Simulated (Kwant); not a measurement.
Model system: quantum point contact (saddle potential) in a InSb two-dimensional gas. Effective mass 0.014 mₑ, grid spacing 12 nm, hard walls, nominal width 300 nm (25 grid rows, so walls 312 nm apart), one parabolic valley, scattering region 900 nm long along x; energies count from the band bottom; Fermi energy 0.013 eV. Potential (V0 + ½k y²) cos²(πx/L) for |x| < L/2, with V0 swept from 0.01365 to 0 eV, k = 1.4e-06 eV/nm², L = 410 nm.

The device is made up for the run: typed textbook-type constants, with dimensions and the other settings drawn at random.

Kwant, effective-mass tight-binding model on a square grid, one spin, coherent transport at 0 K. Conductance is in e²/h.

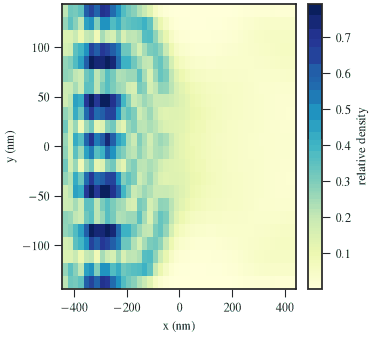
*Density of the scattering states that come in from the left lead, at gate = 0.0067261 eV, in bins, relative to the largest site value*

The conductance there is 2.20 e²/h with 7 open channel(s) in the leads.
